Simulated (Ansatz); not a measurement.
The starting structures come from a database of crystals and need not be the phases stable at ambient conditions.

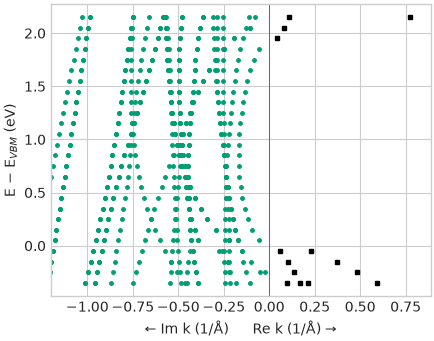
Figure. Complex bands at the centre of the two-dimensional zone; r2SCAN (Ansatz, a quantum-chemistry and plane-wave program)

The gap is the functional's own, uncorrected, and κ follows it; spin-orbit coupling is left out. Mid-gap values are interpolated between the computed energies.

### Question
This is Mg2Al2Se5 (P-3m1, not sure to be the ambient phase, 9 atoms a cell, 22.9 Å³ an atom) along the normal of (011). Read off the slowest decay at the centre of the two-dimensional zone at 0.95 eV, the computed energy nearest the middle of the gap.

### Answer
κ ≈ 0.17 1/Å, a decay length 1/(2κ) of the density of 3.0 Å.
